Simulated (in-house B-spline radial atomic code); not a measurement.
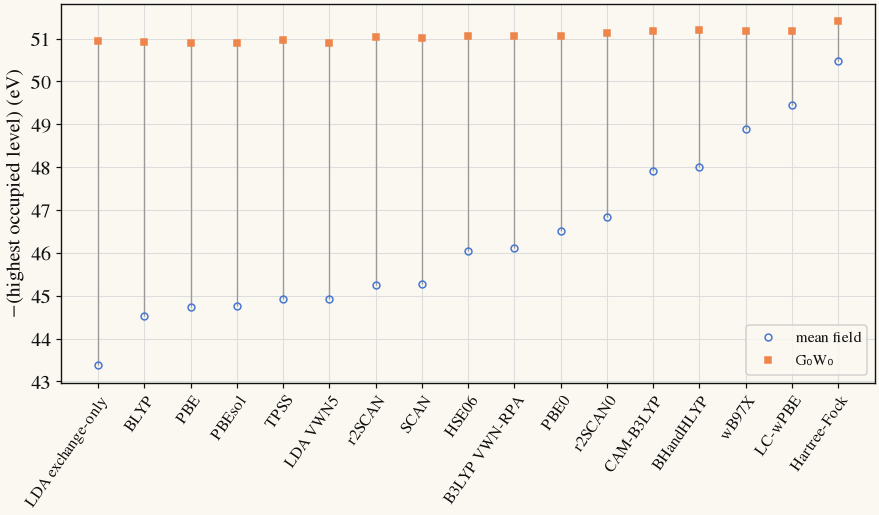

Binding energy of the highest level (5p) of La³⁺ ([Kr] 4d¹⁰ 5s² 5p⁶) on 17 mean-field starts and after G₀W₀. All-electron spherical atom, scalar X2C, no spin-orbit coupling, Breit or QED terms; computed with a B-spline radial code.

Describe the starting-point dependence.

The mean-field values spread from 43.38 eV (LDA exchange-only) to 50.48 eV (Hartree-Fock); after G₀W₀ they lie between 50.89 eV (PBEsol) and 51.40 eV (Hartree-Fock), so the spread shrinks from 7.11 to 0.51 eV.

```tsv
Start	Mean field (eV)	G₀W₀ (eV)	RPA correlation (hartree)
LDA exchange-only	43.38	50.94	−4.390
BLYP	44.52	50.91	−4.388
PBE	44.74	50.89	−4.387
PBEsol	44.76	50.89	−4.389
TPSS	44.91	50.96	−4.369
LDA VWN5	44.92	50.90	−4.392
r2SCAN	45.26	51.04	−4.326
SCAN	45.27	51.01	−4.324
HSE06	46.03	51.05	−4.298
B3LYP VWN-RPA	46.10	51.05	−4.310
PBE0	46.50	51.05	−4.290
r2SCAN0	46.83	51.14	−4.250
CAM-B3LYP	47.91	51.16	−4.266
BHandHLYP	48.01	51.20	−4.202
wB97X	48.90	51.17	−4.246
LC-wPBE	49.46	51.18	−4.263
Hartree-Fock	50.48	51.40	−4.042
```

Known limits: relativistic terms absent here (spin-orbit coupling, Breit, QED) can be large for so heavy or highly charged an atom or ion.
